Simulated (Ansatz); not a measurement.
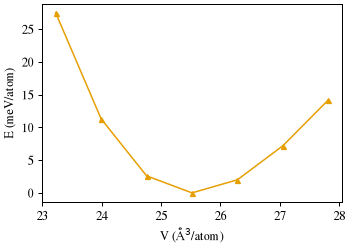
HfTeSe in space group P3m1 (No. 156; Hf on 1a, Te on 1c, Se on 1b) under volume change, LDA (plane waves, PAW; program Ansatz), shape and atoms relaxed at each volume.

Question: What does a third-order Birch–Murnaghan fit give for V₀, B₀ and B′?

Answer: V₀ = 25.55 Å³/atom, B₀ = 29.7 GPa, B′ = 9.7.

The first step of the workflow began from a Materials Project structure, measured or hypothetical; the Crystallography Open Database copy checked does not list it. Its standing as an ambient phase is unchecked. Symmetry was held in the LDA relaxation; its stability against distortions is not shown here. The run is not spin-polarised. A crystal of weakly bound layers computed without a dispersion correction: the cell and the soft elastic constants depend strongly on that. Spin–orbit coupling is left out wherever it is not named.

Potentials: the later of the program's two PAW sets.
